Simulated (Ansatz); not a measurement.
# GaH$_{6}$O$_{3}$P: what the fields show

Input

```
crystal:
  periodic: [false, false, false]
  atoms:
    - {symbol: O, position_ang: [-1.777244, 0.351677, 1.087567]}
    - {symbol: Ga, position_ang: [-0.221226, -0.481746, 0.728024]}
    - {symbol: O, position_ang: [1.211875, -0.084010, 1.744297]}
    - {symbol: O, position_ang: [-0.286195, -2.103383, -0.053736]}
    - {symbol: P, position_ang: [0.432600, 0.885778, -1.355224]}
    - {symbol: H, position_ang: [-1.725670, 0.896459, 1.875462]}
    - {symbol: H, position_ang: [1.801270, -0.833075, 1.852677]}
    - {symbol: H, position_ang: [-1.183691, -2.431308, -0.138640]}
    - {symbol: H, position_ang: [0.683725, 2.265413, -1.214217]}
    - {symbol: H, position_ang: [1.596465, 0.531641, -2.066798]}
    - {symbol: H, position_ang: [-0.466610, 0.945352, -2.438812]}
basis:
  gaussian: {orbitals: def2-TZVPP}
hamiltonian: {xc: pbe0, dispersion: d4}
output: {orbitals: {seedname: orbitals}}
```

Run with:

```sh
ansatz run in.yaml --threads 8 --pin off --events-out ev --progress --plain --max-ram 20889MiB
```

Geometry: PBE0-D4/def2-TZVP.

The calculation used RKS PBE0-D4/def2-TZVPP (Ansatz).

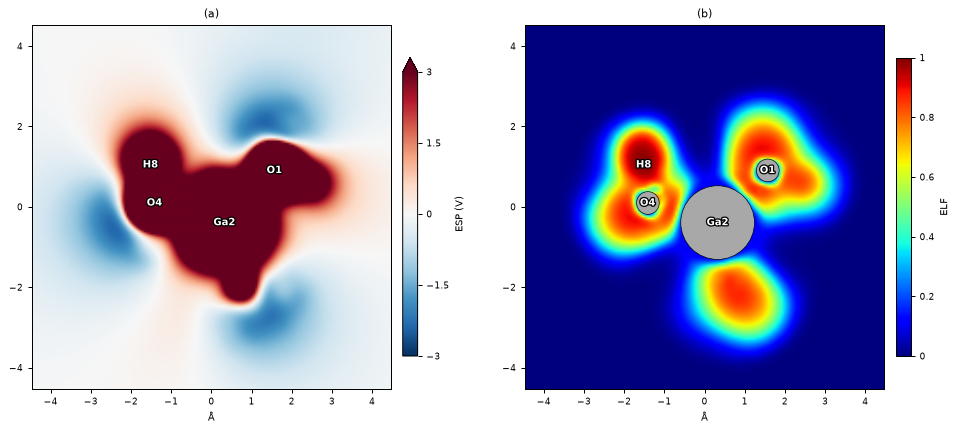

Figure 1. (a) molecular electrostatic potential; (b) electron localisation function on the plane of atoms O1, Ga2 and O4. Grey discs cover the atomic cores in the ELF map.

> What do the fields say about this system?

The plane passes through O, Ga and H nuclei.
Ga–O (1.80 Å): the ELF peaks at about 0.85 in the valence shell of O, 0.6 Å from its nucleus, and is about 0.25 at the midpoint.
O–H (0.96 Å): the ELF climbs to about 1 towards the hydrogen, as it does in any bond to H (an ordinary covalent bond to hydrogen).
The ELF also peaks beside O3, O4 and O1, away from the bonds: lone-pair regions.
Outside the dense part of the molecule the potential is most negative (−2.4 V) near O1 and O4.

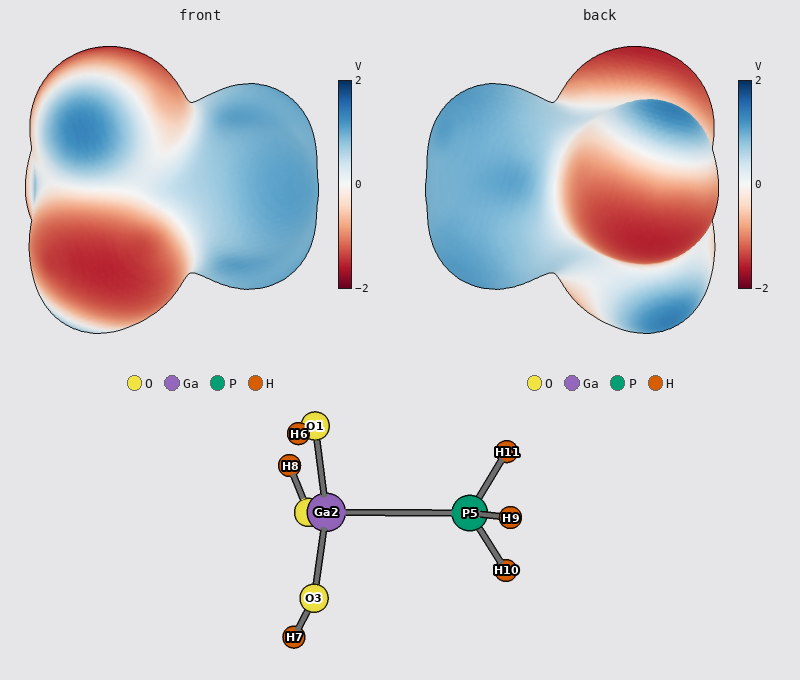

Figure 2. The molecular electrostatic potential painted on the density surface at 0.001 e/bohr³, seen from the front and from behind; red is negative and blue positive. The bare structure is drawn below in the same view.

> Where is the surface potential most negative and most positive?

The most negative region (about −1.5 V) lies over O1, O3 and O4, the most positive (about +1.3 V) over H6, H7 and H8.

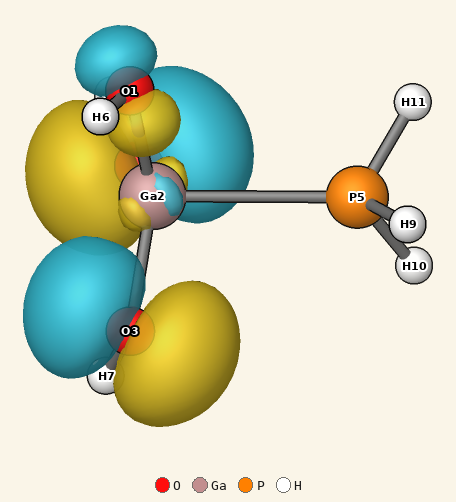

Figure 3. The HOMO−1 at ±0.1 Å⁻³ᐟ² (yellow and cyan are the two phases), seen across its widest extent.

> Where does this orbital lie, and at what energy?

By Hirshfeld shares it lies mainly on O4 (about 40 %), O3 (about 40 %) and Ga2 (about 10 %); largely a combination of lone pairs on O4 and O3. It is one of a degenerate set, so its orientation is arbitrary. Its energy is −8.15 eV.
